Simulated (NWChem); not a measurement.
# BF2 (SMILES F[B]F) at 4 levels

We compute a comparison of 4 runs (UHF/def2-SVP, UPBE0/def2-SVP, UB2PLYP/def2-SVP, USVWN5/def2-SVPD) of BF2. 

Program for the calculation: NWChem 7.3.0.

### Step 1. Starting point

BF2 has 3 atoms, charge 0, and is taken as a doublet. SMILES: `F[B]F`. The coordinates come from a PBE0-D4/def2-TZVP relaxation.

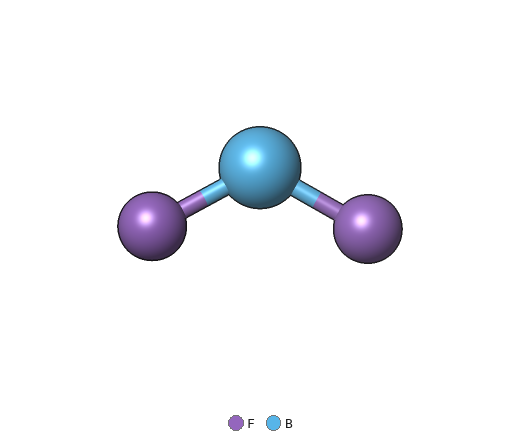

The structure, seen from a chosen angle (fluorine purple, boron blue).

### Step 2. Energy and forces at UHF/def2-SVP (run 1)

bf2.nw reads:

```
start bf2
memory stack 880 mb heap 220 mb global 1100 mb

geometry noautosym nocenter noautoz
 F        0.513100      -1.044300       0.160000
 B        0.279000       0.240500       0.181300
 F       -0.802900       0.738900      -0.354600
end

basis spherical bse
 F library def2-SVP
 B library def2-SVP
end

scf
 doublet
 uhf
 thresh 1e-08
 maxiter 80
 noprint "final vectors analysis"
end

task scf gradient
```

Started as:

```sh
$ nwchem bf2.nw > bf2.out
```

Log:

```text
[...]
  functions       =    42
[...]
  wavefunction    = UHF
[...]
         Total SCF energy =   -223.435330519432
      One electron energy =   -420.901061631416
      Two electron energy =    142.163442808479
 Nuclear repulsion energy =     55.302288303504
                       Sz =      0.5000
                 Sz(Sz+1) =      0.7500
                      S^2 =      0.7521
[...]
                         UHF ENERGY GRADIENTS
    atom               coordinates                        gradient
                 x          y          z           x          y          z
   1 F       0.969618  -1.973441   0.302356    0.003612  -0.008918   0.000943
   2 B       0.527234   0.454479   0.342607    0.003559   0.003255   0.002334
   3 F      -1.517261   1.396319  -0.670097   -0.007171   0.005663  -0.003277
[...]
```

It took 2.3 s on 1 thread of Intel Xeon 6975P-C (Granite Rapids), shared host; peak memory 0.097 GiB.

### Step 3. Energy and forces at UPBE0/def2-SVP (run 2)

run.py reads:

```python
from ase import Atoms
from ase.calculators.nwchem import NWChem

molecule = Atoms(['F', 'B', 'F'], positions=[
    [0.513100, -1.044300, 0.160000],
    [0.279000, 0.240500, 0.181300],
    [-0.802900, 0.738900, -0.354600],
])

calc = NWChem(
    label='bf2',
    theory='dft',
    memory='2200 mb',
    basis='def2-SVP',
    basispar='spherical bse',
    dft={'xc': 'pbe0', 'mult': '2', 'grid': 'xfine', 'convergence': 'energy 1e-08', 'iterations': '100', 'mulliken': None, 'print': 'low'},
)
molecule.calc = calc

forces = molecule.get_forces()
print(f"energy = {molecule.get_potential_energy():.6f} eV")
print("forces (eV/A):")
for s, f in zip(molecule.symbols, forces):
    print(f"{s:2s} {f[0]:10.5f} {f[1]:10.5f} {f[2]:10.5f}")
```

Started as:

```sh
$ export ASE_NWCHEM_COMMAND="nwchem PREFIX.nwi > PREFIX.nwo"
$ python run.py
```

Log:

```text
energy = -6099.988243 eV
forces (eV/A):
F    -0.01651   -0.02077   -0.01152
B     0.03636    0.03574    0.02412
F    -0.01985   -0.01496   -0.01265
```

The calculator wrote bf2.nwi:

```
title "bf2"

permanent_dir bf2

scratch_dir bf2

start bf2

geometry units angstrom nocenter noautosym noautoz
  F  5.1310000000000000e-01 -1.0443000000000000e+00 1.6000000000000000e-01
  B  2.7900000000000003e-01 2.4049999999999999e-01 1.8129999999999999e-01
  F  -8.0289999999999995e-01 7.3890000000000000e-01 -3.5460000000000003e-01
end

memory 2200 mb

basis spherical bse noprint
   * library def2-SVP
end

dft
  xc pbe0
  mult 2
  grid xfine
  convergence energy 1e-08
  iterations 100
  mulliken
  print low
end

task dft gradient
```

bf2.nwo:

```text
Northwest Computational Chemistry Package (NWChem) 7.3.0
             --------------------------------------------------------

           Job information
           ---------------

    nwchem branch   = 7.3.0
    use scalapack   = T
    input           = bf2.nwi
    prefix          = bf2.
    data base       = bf2/bf2.db
    status          = startup
    nproc           =        1

           Memory information
           ------------------

    heap     =     72089600 doubles =      550.0 Mbytes
    stack    =     72089597 doubles =      550.0 Mbytes
    global   =    144179200 doubles =     1100.0 Mbytes (distinct from heap & stack)
    total    =    288358397 doubles =     2200.0 Mbytes
    verify   = yes
    hardfail = no

[... 34 lines left out ...]
            Nuclear Dipole moment (a.u.)
[... 67 lines left out ...]
   convergence    iter        energy       DeltaE   RMS-Dens  Diis-err    time
[... 14 lines left out ...]
         Total DFT energy =     -224.170435020965
      One electron energy =     -420.847917735320
           Coulomb energy =      166.146288364109
    Exchange-Corr. energy =      -24.771093953259
 Nuclear repulsion energy =       55.302288303504
[... 39 lines left out ...]
    Atom       Charge   Shell Charges
 -----------   ------   -------------------------------------------------------
    1 F    9     0.05   0.00  0.01 -0.00  0.04 -0.00  0.00
    2 B    5     0.91   0.01  0.18  0.26  0.33  0.10  0.03
    3 F    9     0.05   0.00  0.01 -0.00  0.04 -0.00  0.00

     --------------------------
     Expectation value of S2:
     --------------------------
      <S2> =      0.7517 (Exact =     0.7500)

                         DFT ENERGY GRADIENTS

    atom               coordinates                        gradient
                 x          y          z           x          y          z
   1 F       0.969618  -1.973441   0.302356    0.000321   0.000404   0.000224
   2 B       0.527234   0.454479   0.342607   -0.000707  -0.000695  -0.000469
   3 F      -1.517261   1.396319  -0.670097    0.000386   0.000291   0.000246

 Task  times  cpu:        6.4s     wall:        6.4s
 Total times  cpu:        6.4s     wall:        6.4s
```

Run time: 7.8 s. Hardware: 1 thread of Intel Xeon 6975P-C (Granite Rapids), shared host; peak memory 0.12 GiB.

### Step 4. The energy at UB2PLYP/def2-SVP (run 3)

bf2.nw reads:

```
start bf2
title "BF2"
memory total 2200 mb

geometry units angstroms noautosym nocenter noautoz
  F     0.513100   -1.044300    0.160000
  B     0.279000    0.240500    0.181300
  F    -0.802900    0.738900   -0.354600
end

basis spherical bse
  F library def2-SVP
  B library def2-SVP
end

dft
  xc hfexch 0.53 becke88 0.47 lyp 0.73 mp2 0.27
  dftmp2 semidirect
  mult 2
  grid xfine
  convergence energy 1e-08
  maxiter 100
  mulliken
end

mp2
  freeze core 3
end

task dft energy
```

Started as:

```sh
$ nwchem bf2.nw > bf2.out
```

Log:

```text
[...]
          Wavefunction type:  spin polarized.
          No. of atoms     :     3
          No. of electrons :    23
[...]
          Charge           :     0
          Spin multiplicity:     2
[...]
          AO basis - number of functions:    42
[...]
              XC Information
              --------------
                     Hartree-Fock (Exact) Exchange  0.530
                    Becke 1988 Exchange Functional  0.470
              Lee-Yang-Parr Correlation Functional  0.730
[...]
 d= 0,ls=0.0,diis     1   -224.0120249706 -2.79D+02  1.27D-02  1.36D-01     0.7
[...]
 d= 0,ls=0.0,diis     9   -224.0843628242 -3.80D-09  7.38D-07  2.43D-09     6.0
[...]
         Total DFT energy =     -224.084362824209
      One electron energy =     -420.937913175145
           Coulomb energy =      166.266179671480
    Exchange-Corr. energy =      -24.714917624048
 Nuclear repulsion energy =       55.302288303504
[...]
      Total Density - Mulliken Population Analysis
     ---------------------------------------------
    Atom       Charge   Shell Charges
 -----------   ------   -------------------------------------------------------
    1 F    9     9.12   1.99  1.14  0.72  3.36  1.91  0.01
    2 B    5     4.76   1.99  0.77  0.26  1.29  0.24  0.21
    3 F    9     9.12   1.99  1.14  0.72  3.36  1.91  0.01
[...]
      <S2> =      0.7516 (Exact =     0.7500)
[...]
  Basis functions       =     42
[...]
```

Wall time 7.2 s (1 thread of Intel Xeon 6975P-C (Granite Rapids), shared host); peak memory 0.12 GiB.

### Step 5. Energy and forces at USVWN5/def2-SVPD (run 4)

run.py reads:

```python
from ase import Atoms
from ase.calculators.nwchem import NWChem

atoms = Atoms(['F', 'B', 'F'], positions=[
    [0.513100, -1.044300, 0.160000],
    [0.279000, 0.240500, 0.181300],
    [-0.802900, 0.738900, -0.354600],
])

calc = NWChem(
    label='input',
    theory='dft',
    memory='2200 mb',
    basis='def2-SVPD',
    basispar='spherical bse',
    dft={'xc': 'slater vwn_5', 'mult': '2', 'grid': 'xfine', 'convergence': 'energy 1e-08', 'iterations': '100', 'mulliken': None},
)
atoms.calc = calc

forces = atoms.get_forces()
e = atoms.get_potential_energy()
print(f"E = {e:.6f} eV")
print("forces (eV/A):")
for s, f in zip(atoms.symbols, forces):
    print(f"{s:2s} {f[0]:10.5f} {f[1]:10.5f} {f[2]:10.5f}")
```

Started as:

```sh
$ export ASE_NWCHEM_COMMAND="nwchem PREFIX.nwi > PREFIX.nwo"
$ python run.py
```

Log:

```text
E = -6064.638645 eV
forces (eV/A):
F    -0.03558   -0.09169   -0.03024
B     0.12094    0.11447    0.07976
F    -0.08536   -0.02278   -0.04952
```

The calculator wrote input.nwi:

```
title "input"

permanent_dir input

scratch_dir input

start input

geometry units angstrom nocenter noautosym noautoz
  F  5.1310000000000000e-01 -1.0443000000000000e+00 1.6000000000000000e-01
  B  2.7900000000000003e-01 2.4049999999999999e-01 1.8129999999999999e-01
  F  -8.0289999999999995e-01 7.3890000000000000e-01 -3.5460000000000003e-01
end

memory 2200 mb

basis spherical bse noprint
   * library def2-SVPD
end

dft
  xc slater vwn_5
  mult 2
  grid xfine
  convergence energy 1e-08
  iterations 100
  mulliken
end

task dft gradient
```

input.nwo:

```text
Northwest Computational Chemistry Package (NWChem) 7.3.0
             --------------------------------------------------------

           Job information
           ---------------

    nwchem branch   = 7.3.0
    use scalapack   = T
    input           = input.nwi
    prefix          = input.
    data base       = input/input.db
    status          = startup
    nproc           =        1

           Memory information
           ------------------

    heap     =     72089600 doubles =      550.0 Mbytes
    stack    =     72089597 doubles =      550.0 Mbytes
    global   =    144179200 doubles =     1100.0 Mbytes (distinct from heap & stack)
    total    =    288358397 doubles =     2200.0 Mbytes
    verify   = yes
    hardfail = no

[... 101 lines left out ...]
          Convergence on energy requested:  1.00D-08
[... 21 lines left out ...]
          Convergence Information
[... 30 lines left out ...]
 1-e energy   =    -419.547966
[... 50 lines left out ...]
      One electron energy =     -420.227943116103
[... 8 lines left out ...]
                    DFT Final Alpha Molecular Orbital Analysis
[... 1056 lines left out ...]
          Convergence on gradient requested:  5.00D-04
[... 22 lines left out ...]
          total energy or number of iterations.
[... 21 lines left out ...]
                                       input

  charge          =   0.00
  wavefunction    = open shell

                         DFT ENERGY GRADIENTS

    atom               coordinates                        gradient
                 x          y          z           x          y          z
   1 F       0.969618  -1.973441   0.302356    0.000692   0.001783   0.000588
   2 B       0.527234   0.454479   0.342607   -0.002352  -0.002226  -0.001551
   3 F      -1.517261   1.396319  -0.670097    0.001660   0.000443   0.000963

                 ----------------------------------------
                 |  Time  |  1-e(secs)   |  2-e(secs)   |
                 ----------------------------------------
                 |  CPU   |       0.00   |       0.59   |
                 ----------------------------------------
                 |  WALL  |       0.00   |       0.59   |
                 ----------------------------------------

 Task  times  cpu:        5.6s     wall:        5.6s
 Total times  cpu:        5.6s     wall:        5.6s
```

It took 6.9 s on 1 thread of Intel Xeon 6975P-C (Granite Rapids), shared host; peak memory 0.12 GiB.

### Step 6. The series

```csv
run,level,iteration cap,module,energy (Eh),dipole moment (D),⟨S²⟩,largest force (eV/Å),wall time
1,UHF/def2-SVP,80,scf,-223.435331,0.67,0.752,0.499,2.3 s
2,UPBE0/def2-SVP,100,dft,-224.170435,–,0.752,0.056,7.8 s
3,UB2PLYP/def2-SVP,100,dft,-224.223515,0.42,0.752,–,7.2 s
4,USVWN5/def2-SVPD,100,dft,-222.871361,0.17,0.751,0.185,6.9 s
```

### Step 7. Summary of results

```
                                 quantity          value
                      run 4: total energy  -222.87136 Eh
                     run 4: dipole moment         0.17 D
run 4: HOMO energy (highest over α and β)       -5.84 eV
 run 4: LUMO energy (lowest over α and β)       -3.87 eV
                              run 4: ⟨S²⟩          0.751
          run 4: largest force on an atom     0.185 eV/Å
```

In words: Over runs 1, 3, 4 the dipole moment (its size) runs from 0.17 D (USVWN5/def2-SVPD) to 0.67 D (UHF/def2-SVP). The two ends differ in method and basis. Totals of different functionals can't be ranked against each other. All runs together took 24 s, the longest 7.8 s.
